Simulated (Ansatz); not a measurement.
# MgAl4 (built on the sites of a database entry of SrGa4): from the cell to its phonons, part 2 of 2

Task: relax MgAl4 (built on the sites of a database entry of SrGa4), then find its harmonic phonons.

Ansatz 0.2.0; DFT PBE+D4, scalar-relativistic, plane waves, PAW.

So far. Step 3 (Relaxing to small forces for the phonons): The largest force component left is 0.15 meV/Å and the pressure is -0.001 GPa, within the tolerances set. The cell now holds 19.26 Å³/atom. The relaxed cell has a = 4.062, c = 11.672 Å (conventional setting).

The structure was built from a prototype and need not be the compound's stable phase.

**4. Zone-centre response**

The zone centre comes first: it holds the modes that light can see, as far as symmetry allows. No field response is asked, since the mesh shows no gap.

input.yaml reads:

```yaml
crystal:
  lattice:
    - [-2.0310792746, 2.0310792746, 5.8358540954]
    - [2.0310792746, -2.0310792746, 5.8358540954]
    - [2.0310792746, 2.0310792746, -5.8358540954]
  atoms:
    - { symbol: Mg, position: [0.0, 0.0, 0.0] }
    - { symbol: Al, position: [0.3937261687, 0.3937261687, 0.0] }
    - { symbol: Al, position: [0.6062738313, 0.6062738313, 0.0] }
    - { symbol: Al, position: [0.75, 0.25, 0.5] }
    - { symbol: Al, position: [0.25, 0.75, 0.5] }
kpoints:
  mp_grid: { grid: [12, 12, 12] }
hamiltonian:
  xc: pbe
  dispersion: d4
scf:
  occupations: { method: methfessel_paxton, width: 0.2 }
output:
  eigenvalues: true
phonons:
  method: dfpt
```

Started as:

```console
$ ansatz run input.yaml --threads 8 --pin off --max-ram 14336MiB --backend cpu --events-out ev --progress --plain --runs-dir out
```

Numbers of over 12 decimals in the logs are rounded to 6 here.

The program printed:

```text
zone centre: on kpoints.mp_grid the ground state, and the responses unless they are solved on pairs of k-points, stand on 280 of the mesh's 1728 k-points, reduced under 4 symmetry operations, with k and −k counted as one. Each operation leaves every solved displacement unchanged or reverses it
[...]
Crystal: 5 atoms, lattice volume = 96.298 Å³
Basis set: ecut = 420 eV, 1871 PW (Γ), exchange–correlation on 90×90×90 points (8 copies of the dense FFT grid, shifted against one another)
Bands: 16, of which v1, the nominal top of the filled ones, is band 11 counted from 1 (10 counted from 0)
Symmetry: 16 space group operations
k-points: 280 of 1728 (irreducible under 4 space group operations, time reversal used)
[...]
SCF iter   1: F=—  HF=-4074.622167 eV  |F-HF|=—  |Δ(HF+E_count)|=         —  Δρ=1.38e-3  dr2=6.27e-3  ethr=1.77e-3  ⟨swp⟩=5.9  Hψ=25855  notcnv=0
[...]
SCF iter   9: F=-4074.620970 eV  HF=-4074.620970 eV  |F-HF|=1.82e-12  |Δ(HF+E_count)|=  2.00e-11  S|Δr|=    0.00e0  Δρ=4.07e-8  dr2=9.15e-13  ethr=1.00e-12  ⟨swp⟩=5.6  Hψ=18231  notcnv=0
SCF 1 converged in 9 iterations: F = -4074.620970 eV  dr2 = 9.15e-13
[...]
DFPT response loops at Γ: preconditioner auto → Kerker (q_TF=auto, 2.133 Å⁻¹) (partly filled bands, converged f_vac=0.000); β = 1.00, the filter's whole step (`scf.mixing.beta` (0.50) is not read by the response loops under this deck's `scf.mixing.preconditioner`; to damp them name `kerker` or `kerker_dos`, under which they read `scf.mixing.beta`, and type it under 1.00, their step now; both keys bind the ground state too); Broyden in place of MSR1
SCF converged after 9 iterations
[...]
Free energy (F): -4074.620970 eV
[...]
Internal energy: -4074.622821 eV  (E = F + TS)
E sigma→0 (E₀):  -4074.621433 eV
Entropy (-TS):   0.001851 eV (0.370 meV/atom)
Fermi energy:    6.606438 eV
[...]
--- Band table (eV; the first three rows and the last of 280) ---
  k-point 0: bands = [... 7 lower, 4.9571, 4.9571, 6.4765, 6.7020, 6.7020, 6.9185, 7.9210, 8.3782, ... 1 higher]
  k-point 1: bands = [... 7 lower, 4.2283, 4.4011, 5.9291, 6.0234, 7.4133, 7.7185, 8.8960, 9.2033, ... 1 higher]
  k-point 2: bands = [... 7 lower, 3.2446, 3.6298, 4.9598, 5.0591, 8.6740, 9.0107, 9.2317, 10.4123, ... 1 higher]
  k-point 279: bands = [... 7 lower, 4.5862, 5.0472, 6.0051, 6.5872, 6.8977, 8.7222, 8.7222, 9.1869, ... 1 higher]
--- Phonons (Γ-DFPT): 6 representative perturbations + reference, on 280 of 1728 k-points (Σ response iterations 18) ---
  k mesh reduced under 4 symmetry operations, with k and −k counted as one. Each operation leaves every solved displacement unchanged or reverses it
  ASR residual: 8.770e-5 → 0.000e0 eV/Å²; symmetrization residual: 5.108e-6 eV/Å²
  pairwise dispersion correction: d4 (s6 = 1.0, s8 = 0.95948085, s9 = 1.0, a1 = 0.38574991, a2_bohr = 4.80688534), with the weights of each atom's references fixed at the reference crystal's, and the forces and stress that the weights' published response gives there kept as a pressure on the atom's counted neighbours (hamiltonian.dispersion)
  ASR residual per site (eV/Å²): 8.77e-5 6.10e-6 6.10e-6 1.18e-5 1.18e-5
  Γ frequencies (cm⁻¹): 0.00 0.00 0.00 104.21 119.81 119.81 147.62 147.62 216.85 282.88 282.88 323.71 327.70 327.70 430.46
  non-analytic LO–TO correction: not included (Born effective charges unavailable; polar crystals: no LO–TO splitting at Γ)
```

It took 43 s on 8 threads of Intel Xeon Platinum 8375C at 2.90GHz (Ice Lake), shared host; peak memory 1.7 GiB; 4.9 min of CPU time.

Reading the cycles: dr2 is the Hartree energy of the density residual (eV), the measure of convergence; HF is the Harris–Foulkes estimate of the energy, which meets the free energy F at convergence.

This step gave:

| Item | Value |
| --- | --- |
| sum-rule residual before enforcement | 8.77e-5 eV/Å² |
| point group | 4/mmm |
| highest optical mode at the zone centre (no LO-TO term) | 430.5 cm⁻¹ |
| lowest optical zone-centre mode | 104.2 cm⁻¹ |

Patterns of degenerate modes are one choice out of their space. Modes at Γ, with each element's share of the kinetic energy:

| mode | frequency (cm⁻¹) | symmetry | Mg % | Al % |
| --- | --- | --- | --- | --- |
| 1 | 0.0 | acoustic | 18 | 82 |
| 2 | 0.0 | acoustic | 18 | 82 |
| 3 | 0.0 | acoustic | 18 | 82 |
| 4 | 104.2 | A2u | 82 | 18 |
| 5 | 119.8 | Eg | 0 | 100 |
| 6 | 119.8 | Eg | 0 | 100 |
| 7 | 147.6 | Eu | 77 | 23 |
| 8 | 147.6 | Eu | 77 | 23 |
| 9 | 216.8 | B1g | 0 | 100 |
| 10 | 282.9 | Eu | 5 | 95 |
| 11 | 282.9 | Eu | 5 | 95 |
| 12 | 323.7 | A2u | 0 | 100 |
| 13 | 327.7 | Eg | 0 | 100 |
| 14 | 327.7 | Eg | 0 | 100 |
| 15 | 430.5 | A1g | 0 | 100 |

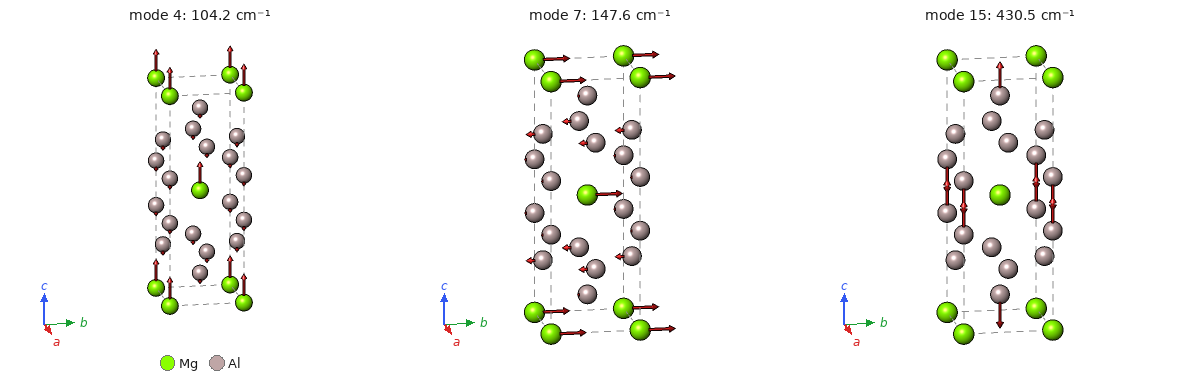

Displacement patterns of modes 4, 7 and 15 at Γ; arrows are exaggerated. Some periodic images of atoms are drawn too.

Before it was imposed, the acoustic sum rule was missed by 8.8e-5 eV/Å². Small misses are needed for a sound result but don't prove that mesh and cutoff are converged. The lowest optical mode is real, 104 cm⁻¹.

**5. Phonons on a q mesh**

Stability and thermal properties need the whole zone. Linear response on a 2×2×2 q mesh gives force constants as far as a supercell of that size would.

Changes to input.yaml since step 4:

```diff
@@ -22 +22,10 @@
   method: dfpt
+  qmesh: [2, 2, 2]
+  temperatures: { t_max: 1000, t_step: 50 }
+  qpath:
+    path:
+      - [[0.0, 0.0, 0.0], [0.0, 0.0, 0.5], [0.25, 0.25, 0.25], [0.0, 0.5, 0.0], [0.0, 0.0, 0.0], [0.5, 0.5, -0.5], [0.28028202, 0.71971798, -0.28028202]]
+      - [[-0.28028202, 0.28028202, 0.28028202], [0.0, 0.0, 0.0]]
+      - [[0.0, 0.0, 0.5], [-0.06056405, 0.06056405, 0.5]]
+      - [[0.5, 0.5, -0.06056405], [0.5, 0.5, -0.5]]
+    npoints: 10
```

The program printed:

```text
Warning: phonons: the dynamical matrix that this run interpolates holds no multipole term above the dipole-dipole one, and a site of this crystal is no centre of inversion, so its interpolated transverse optical and acoustic branches and sound speeds can stay off near Gamma, and the density of states and the thermodynamics with them. What a run solves at a wave vector of phonons.qpoints, Gamma apart, where the deck admits one, is free of this, and under fd what a larger phonons.supercell samples
[...]
Crystal: 5 atoms, lattice volume = 96.298 Å³
Basis set: ecut = 420 eV, 1871 PW (Γ), exchange–correlation on 90×90×90 points (8 copies of the dense FFT grid, shifted against one another)
Bands: 16, of which v1, the nominal top of the filled ones, is band 11 counted from 1 (10 counted from 0)
Symmetry: 16 space group operations
k-points: 163 of 1728
[...]
SCF iter   1: F=—  HF=-4074.622169 eV  |F-HF|=—  |Δ(HF+E_count)|=         —  Δρ=1.38e-3  dr2=6.28e-3  ethr=1.77e-3  ⟨swp⟩=5.9  Hψ=15052  notcnv=0
[...]
SCF iter   9: F=-4074.620970 eV  HF=-4074.620970 eV  |F-HF|=9.09e-13  |Δ(HF+E_count)|=  1.82e-11  S|Δr|=    0.00e0  Δρ=4.24e-8  dr2=9.84e-13  ethr=1.00e-12  ⟨swp⟩=5.7  Hψ=10643  notcnv=0
SCF 1 converged in 9 iterations: F = -4074.620970 eV  dr2 = 9.84e-13
[...]
SCF iter   1: F=—  HF=-4074.620962 eV  |F-HF|=—  |Δ(HF+E_count)|=         —  Δρ=3.32e-7  dr2=3.86e-11  ethr=5.71e-8  ⟨swp⟩=3.4  Hψ=22805  notcnv=0
eigensolver tolerance schedule: the retry pair's looser diagonalisation over-reported the residual by 325174.54 of it (diagonalisation noise at an unbounded share of the residual, at the tolerance the schedule requests for it); recorded, not acted on — ethr = c·dr2/N_el stays at c = 1.0e-1
[...]
SCF iter   2: F=—  HF=-4074.620970 eV  |F-HF|=—  |Δ(HF+E_count)|=   7.95e-6  S|Δr|=    0.00e0  Δρ=1.88e-7  dr2=1.11e-11  ethr=1.00e-12  ⟨swp⟩=3.1  Hψ=5942  notcnv=0
SCF iter   3: F=-4074.620970 eV  HF=-4074.620970 eV  |F-HF|=9.09e-12  |Δ(HF+E_count)|=  1.36e-11  S|Δr|=    0.00e0  Δρ=1.05e-7  dr2=3.68e-12  ethr=1.00e-12  ⟨swp⟩=3.6  Hψ=7578  notcnv=0
SCF 2 converged in 3 iterations: F = -4074.620970 eV  dr2 = 3.68e-12
phonons: the bands overlap, so this run is a metal and interpolates without the dipole-dipole term. If the crystal is really an insulator or semiconductor, its LO-TO splitting is missing
NSCF: frozen V_eff on 163 k-points
[...]
DFPT response loops at q = (0, 0, 0) (fractional): preconditioner auto → Kerker (q_TF=auto, 2.133 Å⁻¹) (partly filled bands, converged f_vac=0.000); β = 1.00, the filter's whole step (`scf.mixing.beta` (0.50) is not read by the response loops under this deck's `scf.mixing.preconditioner`; to damp them name `kerker` or `kerker_dos`, under which they read `scf.mixing.beta`, and type it under 1.00, their step now; both keys bind the ground state too); Broyden in place of MSR1
[...]
SCF converged after 9 iterations
[...]
Free energy (F): -4074.620970 eV
[...]
Internal energy: -4074.622821 eV  (E = F + TS)
E sigma→0 (E₀):  -4074.621433 eV
Entropy (-TS):   0.001851 eV (0.370 meV/atom)
Fermi energy:    6.606438 eV
[...]
--- Band table (eV; the first three rows and the last of 163) ---
  k-point 0: bands = [... 7 lower, 4.9571, 4.9571, 6.4765, 6.7020, 6.7020, 6.9185, 7.9210, 8.3782, ... 1 higher]
  k-point 1: bands = [... 7 lower, 4.2283, 4.4011, 5.9291, 6.0234, 7.4133, 7.7185, 8.8960, 9.2033, ... 1 higher]
  k-point 2: bands = [... 7 lower, 3.2446, 3.6298, 4.9598, 5.0591, 8.6740, 9.0107, 9.2317, 10.4123, ... 1 higher]
  k-point 162: bands = [... 7 lower, 4.5862, 5.0472, 6.0051, 6.5872, 6.8977, 8.7222, 8.7222, 9.1869, ... 1 higher]
--- Phonons (Γ-DFPT): 6 representative perturbations + reference (Σ response iterations 18) ---
  ASR residual: 9.102e-5 → 0.000e0 eV/Å²; symmetrization residual: 5.068e-6 eV/Å²
[...]
ASR residual per site (eV/Å²): 9.10e-5 6.58e-6 6.58e-6 1.20e-5 1.20e-5
[...]
--- Phonons (arbitrary-q DFPT): 4 irreducible q on the 2×2×2 mesh ---
  q = [0.0000, 0.0000, 0.0000] (star 1, of the zone-centre solve; hermiticity 8.55e-7, symmetrization 6.44e-14): -0.00 0.00 0.00 104.21 119.81 119.81 147.62 147.62 216.85 282.88 282.88 323.71 327.70 327.70 430.46
  q = [0.0000, 0.0000, -0.5000] (star 2, 6 solved perturbations in 2268 linear systems a pass and spin channel, the states on 476 of 1728 k-point pairs; hermiticity 1.14e-6, symmetrization 7.48e-13): -79.49 39.76 89.88 115.61 148.83 162.21 197.13 198.34 211.70 242.13 256.45 304.15 316.63 342.82 431.00
  q = [0.0000, -0.5000, 0.0000] (star 4, 9 solved perturbations on 476 of 1728 k-point pairs; hermiticity 5.80e-7, symmetrization 6.04e-13): 36.54 64.94 87.54 105.26 133.31 137.24 137.80 183.80 235.25 280.48 286.41 302.03 302.73 325.83 431.13
[...]
sum rule: each row above includes the acoustic sum rule's correction from the zone centre's row sums; it moved no ω² by more than (1.01 cm⁻¹)²
  mesh force constants: q→R imaginary residual 8.70e-18; ASR residual 9.102e-5 → 0.000e0 eV/Å²; symmetrization residual 2.665e-15 eV/Å²
  interpolated dispersion: 94 rows × 15 modes
  density of states and harmonic sums: on the 16×16×22 q-mesh, interpolated from the force constants of a 2×2×2 supercell (no non-analytic term)
  largest difference from the sums on the solved wave vectors: F 4.72e-3 eV, S 1.97e-5 and C_V 8.03e-6 eV/K
  zero-point energy: 0.186522 eV/cell   skipped modes (ω ≤ 0): 1060, of them read as no rigid motion or as one in doubt: 1057 (7.177e-1 modes/cell left out, lowest -79.49 cm⁻¹)   left out of the sums: 4.79e-2 of the cell's modes: C_V's classical limit lies that fraction below 3 k_B per atom; for a crystal, a wire or a layer, F and S can be off by more, and a phonons.interpolated_qmesh denser along its periods is the remedy for the sampling
```

It took 3.5 min on 8 threads; peak memory 2.1 GiB; 26 min of CPU time.

This step gave:

```
sum-rule residual before enforcement                    : 9.10e-5 eV/Å²
lowest frequency on the path                            : -79.49 cm⁻¹
highest frequency on the path or at a solved wavevector : 432.3 cm⁻¹
lowest mode on the q mesh (acoustic modes at Γ apart)   : -79.49 cm⁻¹
```

Frequencies (cm⁻¹) solved at each irreducible wavevector; negative means imaginary. Frequencies by wavevector, by row:

| q in reciprocal lattice units | star | mode 1 | mode 2 | mode 3 | mode 4 | mode 13 | mode 14 | mode 15 |
| --- | --- | --- | --- | --- | --- | --- | --- | --- |
| 0 0 0 | 1 | 0 | 0 | 0 | 104.2 | 327.7 | 327.7 | 430.5 |
| 0 0 -0.5 | 2 | -79.5 | 39.8 | 89.9 | 115.6 | 316.6 | 342.8 | 431 |
| 0 -0.5 0 | 4 | 36.5 | 64.9 | 87.5 | 105.3 | 302.7 | 325.8 | 431.1 |
| -0.5 -0.5 -0.5 | 1 | 48.8 | 48.8 | 79.8 | 79.8 | 327.2 | 327.2 | 432 |

Interpolated from a 2×2×2 q mesh, rough between the solved points. Phonon branches along the path, in cm⁻¹:

| point | branch 1 | branch 2 | branch 3 | branch 4 | branch 12 | branch 13 | branch 14 | branch 15 |
| --- | --- | --- | --- | --- | --- | --- | --- | --- |
| Γ | 0 | 0 | 0 | 104 | 324 | 328 | 328 | 430 |
| X | -80 | 40 | 90 | 116 | 304 | 317 | 343 | 431 |
| P | -58 | -58 | 92 | 142 | 311 | 311 | 344 | 431 |
| N | 36 | 65 | 88 | 105 | 302 | 303 | 326 | 431 |
| Γ | 0 | 0 | 0 | 104 | 324 | 328 | 328 | 430 |
| M | 49 | 49 | 80 | 80 | 275 | 327 | 327 | 432 |
| S | -27 | 82 | 105 | 111 | 297 | 307 | 321 | 432 |
| jump to S0 | -27 | 82 | 105 | 111 | 297 | 307 | 321 | 432 |
| Γ | 0 | 0 | 0 | 104 | 324 | 328 | 328 | 430 |
| jump to X | -80 | 40 | 90 | 116 | 304 | 317 | 343 | 431 |
| R | -74 | 40 | 87 | 114 | 303 | 317 | 341 | 431 |
| jump to G′ | -74 | 40 | 87 | 114 | 303 | 317 | 341 | 431 |
| M | 49 | 49 | 80 | 80 | 275 | 327 | 327 | 432 |

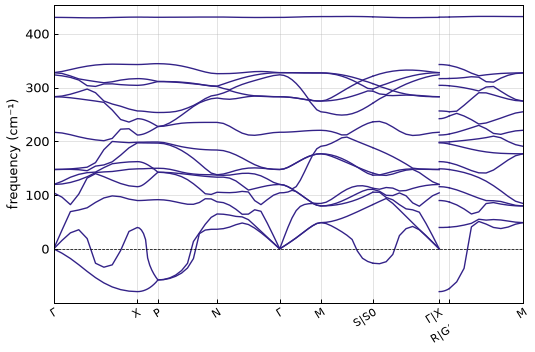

Phonon branches along the path.

The phonon density of states has structure finer than the step of the table below, so its rows give means over 25 cm⁻¹, whole bins alone (the curve runs from -77.5 to 432 cm⁻¹). Peaks (cm⁻¹: height): 82.5: 0.0545, 142.5: 0.104, 212.5: 0.0454, 312.5: 0.107.

Tetrahedra on a 16×16×22 mesh, mean over bins of 5 cm-1. Interpolated from a 2×2×2 q mesh, rough between the solved points. The phonon density of states by wavenumber; means over each step:

| wavenumber (cm⁻¹) | phonon density of states (1/cm⁻¹/cell) |
| --- | --- |
| -50 | 0.00795 |
| -25 | 0.0133 |
| 0 | 0.00899 |
| 25 | 0.0212 |
| 50 | 0.0202 |
| 75 | 0.0351 |
| 100 | 0.0372 |
| 125 | 0.0491 |
| 150 | 0.0661 |
| 175 | 0.0366 |
| 200 | 0.0306 |
| 225 | 0.0304 |
| 250 | 0.0231 |
| 275 | 0.0438 |
| 300 | 0.0687 |
| 325 | 0.0551 |
| 350 | 0.00962 |
| 375 | 0 |

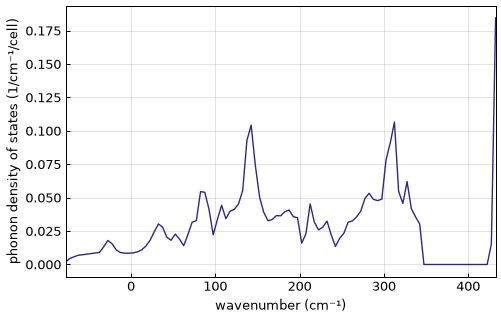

Phonon density of states against wavenumber.

The partial phonon density of states has structure finer than the step of the table below, so its rows give means over 25 cm⁻¹, whole bins alone (the curve runs from -89.2 to 455 cm⁻¹). Peaks (cm⁻¹: height): Al 143.6: 0.0338, 212.1: 0.0358, 311.4: 0.0918, 431.3: 0.101; Mg 85.4: 0.0266, 140.2: 0.0642.

Phonopy on the run's constants, 15x15x19 mesh, Gaussian sigma 3.9 cm-1. Interpolated from a 2×2×2 q mesh, rough between the solved points. Partial phonon density of states against wavenumber; means over each step; values in 1/cm⁻¹/cell:

| wavenumber (cm⁻¹) | Al | Mg |
| --- | --- | --- |
| -75 | 0.00271 | 6.2e-4 |
| -50 | 0.00685 | 0.00140 |
| -25 | 0.0114 | 0.00312 |
| 0 | 0.00461 | 0.00146 |
| 25 | 0.0160 | 0.00551 |
| 50 | 0.0160 | 0.00511 |
| 75 | 0.0197 | 0.0149 |
| 100 | 0.0232 | 0.0145 |
| 125 | 0.0276 | 0.0222 |
| 150 | 0.0264 | 0.0387 |
| 175 | 0.0277 | 0.00886 |
| 200 | 0.0301 | 0.00113 |
| 225 | 0.0287 | 6.9e-4 |
| 250 | 0.0233 | 4.2e-4 |
| 275 | 0.0429 | 5.4e-4 |
| 300 | 0.0671 | 5.3e-4 |
| 325 | 0.0556 | 1.9e-4 |
| 350 | 0.0101 | 2.9e-6 |
| 375 | 0 | 0 |
| 400 | 3.6e-7 | 0 |
| 425 | 0.0371 | 1.1e-5 |

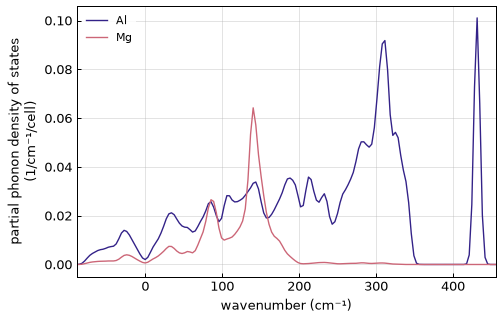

Partial phonon density of states, plotted against wavenumber.

Symmetry leaves 4 wavevectors to solve. The lowest mode among them, the acoustic zeros apart, lies at q = (0, 0, -0.5) and is imaginary, 79.5i cm⁻¹, so the energy falls along it.

**6. Another isotope**

An isotope changes the mass and not the force constants, so no new electronic calculation is needed; the shifts show which modes move this element.

The same force constants with the mass of Mg changed from 24.305 to 25.983 u (phonopy, no LO-TO term). Both lists are sorted by frequency; levels can cross, so a row need not hold one and the same mode. Modes under 3 cm⁻¹ are left out. Isotope shifts, by row, the first 40 of 57 rows:

| q | rank | natural mass (cm⁻¹) | changed mass (cm⁻¹) |
| --- | --- | --- | --- |
| 0 0 0 | 4 | 104.2 | 101.4 |
| 0 0 0 | 5 | 119.8 | 119.8 |
| 0 0 0 | 6 | 119.8 | 119.8 |
| 0 0 0 | 7 | 147.6 | 143.9 |
| 0 0 0 | 8 | 147.6 | 143.9 |
| 0 0 0 | 9 | 216.8 | 216.8 |
| 0 0 0 | 10 | 282.9 | 282.5 |
| 0 0 0 | 11 | 282.9 | 282.5 |
| 0 0 0 | 12 | 323.7 | 323.7 |
| 0 0 0 | 13 | 327.7 | 327.7 |
| 0 0 0 | 14 | 327.7 | 327.7 |
| 0 0 0 | 15 | 430.5 | 430.5 |
| 0 0 -0.5 | 1 | -79.49 | -78.97 |
| 0 0 -0.5 | 2 | 39.76 | 39.76 |
| 0 0 -0.5 | 3 | 89.88 | 87.01 |
| 0 0 -0.5 | 4 | 115.6 | 112.5 |
| 0 0 -0.5 | 5 | 148.8 | 148.7 |
| 0 0 -0.5 | 6 | 162.2 | 158 |
| 0 0 -0.5 | 7 | 197.1 | 197.1 |
| 0 0 -0.5 | 8 | 198.3 | 198.3 |
| 0 0 -0.5 | 9 | 211.7 | 211.7 |
| 0 0 -0.5 | 10 | 242.1 | 240.6 |
| 0 0 -0.5 | 11 | 256.4 | 256.4 |
| 0 0 -0.5 | 12 | 304.1 | 304.1 |
| 0 0 -0.5 | 13 | 316.6 | 316.4 |
| 0 0 -0.5 | 14 | 342.8 | 342.8 |
| 0 0 -0.5 | 15 | 431 | 431 |
| 0 -0.5 0 | 1 | 36.54 | 35.72 |
| 0 -0.5 0 | 2 | 64.94 | 64.94 |
| 0 -0.5 0 | 3 | 87.54 | 87.46 |
| 0 -0.5 0 | 4 | 105.3 | 105.3 |
| 0 -0.5 0 | 5 | 133.3 | 131 |
| 0 -0.5 0 | 6 | 137.2 | 133.4 |
| 0 -0.5 0 | 7 | 137.8 | 133.8 |
| 0 -0.5 0 | 8 | 183.8 | 183.8 |
| 0 -0.5 0 | 9 | 235.2 | 235.2 |
| 0 -0.5 0 | 10 | 280.5 | 280.4 |
| 0 -0.5 0 | 11 | 286.4 | 286.4 |
| 0 -0.5 0 | 12 | 302 | 302 |
| 0 -0.5 0 | 13 | 302.7 | 302.7 |

A mode of this element alone would shift by -3.28 %. The highest zone-centre frequency without the field goes from 430.5 to 430.5 cm⁻¹ (+0.0 %). The product of the frequency ratios over all optical modes at Γ is 0.922; the product rule, (m/m′)^(3k/2) (M′/M)^(3/2) with k = 1 such atoms and M the mass of the cell, gives 0.922.

**7. What came out**

| Property | Result |
| --- | --- |
| space group after relaxation (within 0.01 Å) | I4/mmm |
| volume per atom | 19.3 Å³ |
| electronic character | no gap on this mesh |
| highest optical mode at the zone centre (no LO-TO term) | 430 cm⁻¹ |
| lowest optical zone-centre mode | 104 cm⁻¹ |
| lowest mode on the q mesh (acoustic modes at Γ apart) | -79.5 cm⁻¹ |
| highest frequency on the path or at a solved wavevector | 432 cm⁻¹ |
| imaginary modes on the 2×2×2 q mesh | yes |

Modes are clearly imaginary (beyond 10i cm⁻¹) at 1 of the 4 irreducible wavevectors, most at q = (0, 0, -0.5) (79.5i cm⁻¹), so this structure is not a minimum of the energy. The optical modes at Γ span 104 to 430 cm⁻¹. The highest mode in this list at Γ, 430.5 cm⁻¹, is mostly motion of Al (100 % of the kinetic energy). The q mesh stands for a supercell only 8.1 Å across, so branches between the solved wavevectors are rough. With no gap, or one that is small against the smearing, the frequencies hang on the k mesh and the smearing, most of all near Kohn anomalies. In the phonons the program treats the change of the C6 weights of the dispersion term with coordination only in part. The starting cell was built on a prototype and not taken from a measurement, so the phase need not exist. These are harmonic frequencies at zero temperature: anharmonic shifts, linewidths and thermal expansion are left out.

[Logs are printed without paths, hosts, clocks, repeated set-up lines and the standing remarks that a program may print on its own settings, such as how far it seeks lower states.]

[Hosts, paths, dates, database ids (printed as entryN), source tags and the programs' standing remarks are cut or masked in the printed files.]
